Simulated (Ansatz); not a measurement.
Sc5AlN6

```xyz
12
Lattice="3.1471 0.0000 0.0000 -1.5736 2.7255 0.0000 0.0000 0.0000 15.3618" Properties=species:S:1:pos:R:3 pbc="T T T"
Sc    0.0000    1.8170   12.7423
Sc    1.5736    0.9085   10.1194
Sc    0.0000    1.8170    5.2424
Sc    1.5736    0.9085    2.6195
Sc    0.0000    0.0000    0.0000
Al    0.0000    0.0000    7.6809
N     0.0000    0.0000   11.4316
N     0.0000    1.8170    8.8127
N     1.5736    0.9085    6.5490
N     0.0000    0.0000    3.9302
N     0.0000    1.8170    1.3099
N     1.5736    0.9085   14.0519
```

Space group P-3m1; a structure generated by program, which may or may not match a known phase; computed pressure about −11 GPa in this cell.

Computed with DFT LDA, scalar-relativistic, plane waves, PAW in Ansatz.

**Predict the valence pseudo-density and electron localisation function between the atoms.**

Al–N (2.14 Å): the density is about 0.44 e/Å³ at the midpoint; the ELF peaks at about 0.85 in the valence shell of N, 0.7 Å from its nucleus, and is about 0.80 at the midpoint.
Sc–N (2.24 Å): the density is about 0.41 e/Å³ at the midpoint; the ELF peaks at about 0.80 in the valence shell of N, 0.7 Å from its nucleus, and is about 0.20 at the midpoint; no shared electron pair shows on this line.

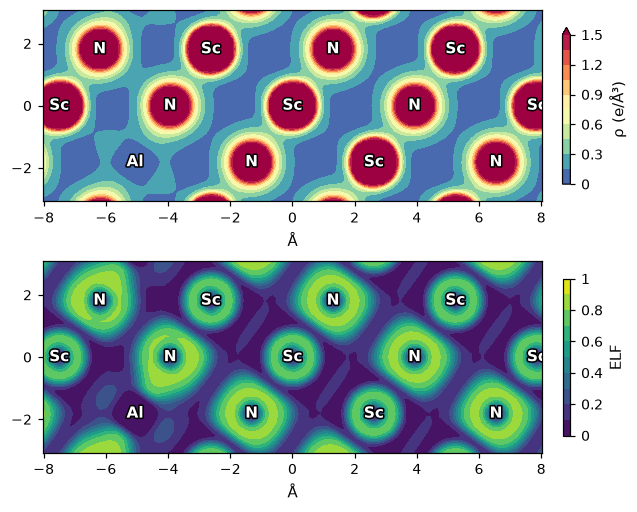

Computed valence pseudo-density and electron localisation function on the (110) plane of the conventional cell, in this order. 

The density is the valence pseudo-density of a PAW calculation; it isn't the true density close to the nuclei.
